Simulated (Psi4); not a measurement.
**USCAN/def2-QZVPP (density fitting, sweep point 6) run of SiNH4O (SMILES [NH][SiH2]O)**

What is the vertical ionisation energy of SiNH4O at USCAN/def2-QZVPP (density fitting, sweep point 6)? 

The calculation is run with Psi4 1.11.

## (1) The system as given

SiNH4O has 7 atoms, charge 0, and is taken as a doublet. SMILES: `[NH][SiH2]O`. The coordinates come from a PBE0-D4/def2-TZVP relaxation. This is one conformer, not always the lowest.

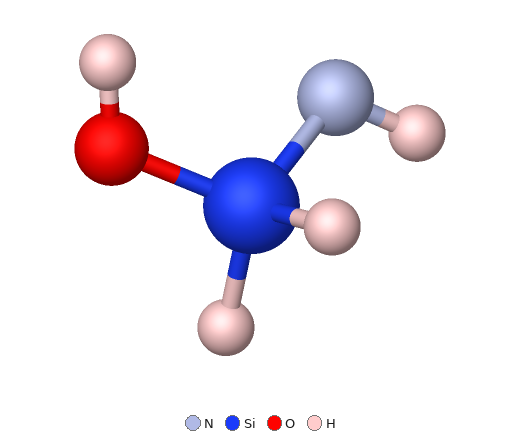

The structure, seen from a chosen angle (nitrogen light blue, silicon blue, oxygen red, hydrogen pink).

## (2) The energy at USCAN/def2-QZVPP (density fitting, sweep point 6)

File calc.in:

```
memory 1600 MB

molecule geom {
  0 2
  N     -1.219700    -0.362600     0.666700
  Si     0.116600     0.212100    -0.290000
  O      1.398500    -0.795100    -0.146900
  H     -2.101000     0.125500     0.496300
  H     -0.184300     0.263000    -1.742100
  H      0.414600     1.577200     0.236200
  H      1.636600    -1.088000     0.734200
  symmetry c1
}

set reference uks
set puream true
set scf_type df
set dft_radial_points 99
set dft_spherical_points 590
set maxiter 150

energy('scan/def2-QZVPP')
```

On the command line:

```bash
$ psi4 -i calc.in -o calc.out -n 1
```

calc.out:

```text
[...]
  Running in c1 symmetry.
[...]
  Nuclear repulsion =  110.722823444241286
[...]
  Multiplicity = 2
[...]
  Nalpha       = 17
  Nbeta        = 16
[...]
    Number of basis functions: 304
[...]
   @DF-UKS iter   1:  -421.44808771375142   -1.75531e-01   3.59863e-03 DIIS/ADIIS
[...]
   @DF-UKS iter  10:  -421.92720550316363   -2.25163e-07   6.44399e-07 DIIS
[...]
   @S^2 Observed:                7.561014826E-01
[...]
    Orbital Energies [Eh]
    ---------------------
    Alpha Occupied:
       1A    -65.854346     2A    -18.954313     3A    -14.185598
       4A     -5.218329     5A     -3.561054     6A     -3.560777
       7A     -3.560123     8A     -0.979724     9A     -0.814297
      10A     -0.534839    11A     -0.453895    12A     -0.402186
      13A     -0.366758    14A     -0.334962    15A     -0.304354
      16A     -0.278120    17A     -0.274640
    Alpha Virtual:
      18A      0.000617    19A      0.013406    20A      0.051003
      21A      0.064969    22A      0.077769    23A      0.093190
      24A      0.110510    25A      0.155997    26A      0.167752
[...]
  @DF-UKS Final Energy:  -421.92720550316363
   => Energetics <=
    Nuclear Repulsion Energy =            110.7228234442412855
    One-Electron Energy =                -802.1087206257564048
    Two-Electron Energy =                 307.4034768391447301
    DFT Exchange-Correlation Energy =     -37.9447851607932520
    Empirical Dispersion Energy =           0.0000000000000000
    VV10 Nonlocal Energy =                  0.0000000000000000
    Total Energy =                       -421.9272055031636341
[...]
 Multipole Moments:
 ------------------------------------------------------------------------------------
     Multipole            Electronic (a.u.)      Nuclear  (a.u.)        Total (a.u.)
 ------------------------------------------------------------------------------------
 L = 1.  Multiply by 2.5417464519 to convert [e a0] to [Debye]
 Dipole X            :          0.5150047           -0.7127236           -0.1977189
 Dipole Y            :         -1.1477050            1.4926884            0.3449835
 Dipole Z            :          0.3479425           -0.1816584            0.1662841
 Magnitude           :                                                    0.4309951
[...]
```

Run time: 5.7 min. Hardware: 1 thread of Intel Xeon Platinum 8488C (Sapphire Rapids), shared host; peak memory 1.4 GiB.

## (3) The singlet cation

File job.inp:

```
memory 1600 mb

molecule m {
  1 1
  N     -1.219700    -0.362600     0.666700
  Si     0.116600     0.212100    -0.290000
  O      1.398500    -0.795100    -0.146900
  H     -2.101000     0.125500     0.496300
  H     -0.184300     0.263000    -1.742100
  H      0.414600     1.577200     0.236200
  H      1.636600    -1.088000     0.734200
  symmetry c1
}

set {
  basis                def2-QZVPP
  puream               true
  scf_type             df
  dft_radial_points    99
  dft_spherical_points 590
}

E = energy('scan')
print_variables()
```

On the command line:

```bash
$ psi4 -n 1 job.inp job.out
```

job.out:

```text
[...]
  Running in c1 symmetry.
[...]
  Nuclear repulsion =  110.722823444241286
[...]
  Multiplicity = 1
[...]
  Nalpha       = 16
  Nbeta        = 16
[...]
    Number of basis functions: 304
[...]
   @DF-RKS iter   1:  -421.21763831687934    5.49187e-02   3.01829e-03 ADIIS/DIIS
[...]
   @DF-RKS iter  17:  -421.52110209481668   -6.16914e-07   9.86386e-07 DIIS
[...]
    Orbital Energies [Eh]
    ---------------------
    Doubly Occupied:
       1A    -66.118517     2A    -19.188503     3A    -14.498870
       4A     -5.483800     5A     -3.826951     6A     -3.826203
       7A     -3.825236     8A     -1.207089     9A     -1.075990
      10A     -0.778971    11A     -0.707820    12A     -0.662954
      13A     -0.612380    14A     -0.562467    15A     -0.546230
      16A     -0.528415
[...]
  @DF-RKS Final Energy:  -421.52110209481668
   => Energetics <=
    Nuclear Repulsion Energy =            110.7228234442412855
    One-Electron Energy =                -793.4908876477315971
    Two-Electron Energy =                 298.8053717718504458
    DFT Exchange-Correlation Energy =     -37.5584096631767750
    Empirical Dispersion Energy =           0.0000000000000000
    VV10 Nonlocal Energy =                  0.0000000000000000
    Total Energy =                       -421.5211020948166833
[...]
 Multipole Moments:
 ------------------------------------------------------------------------------------
     Multipole            Electronic (a.u.)      Nuclear  (a.u.)        Total (a.u.)
 ------------------------------------------------------------------------------------
 L = 1.  Multiply by 2.5417464519 to convert [e a0] to [Debye]
 Dipole X            :         -0.1835151           -0.7127236           -0.8962387
 Dipole Y            :         -0.5453032            1.4926884            0.9473852
 Dipole Z            :          0.3483423           -0.1816584            0.1666840
 Magnitude           :                                                    1.3147494
[...]
```

Run time: 5.7 min. Hardware: 1 thread of Intel Xeon Platinum 8488C (Sapphire Rapids), shared host; peak memory 1.3 GiB.

## (4) Summary of results

At USCAN/def2-QZVPP (density fitting, sweep point 6):

| quantity | value |
| --- | --- |
| doublet SiNH4O: total energy | -421.92721 Eh |
| doublet SiNH4O: dipole moment | 1.10 D |
| doublet SiNH4O: HOMO energy (highest over α and β) | -7.01 eV |
| doublet SiNH4O: LUMO energy (lowest over α and β) | -4.31 eV |
| doublet SiNH4O: ⟨S²⟩ | 0.756 |
| singlet cation: total energy | -421.52110 Eh |
| singlet cation: HOMO energy | -14.38 eV |
| singlet cation: LUMO energy | -13.90 eV |
| singlet cation: HOMO–LUMO gap | 0.48 eV |
| vertical ionisation energy (to the singlet cation) | 11.051 eV |

Removing an electron at fixed nuclei costs 11.05 eV (255 kcal/mol). Only the singlet of the ionised species was computed; a triplet could lie lower.
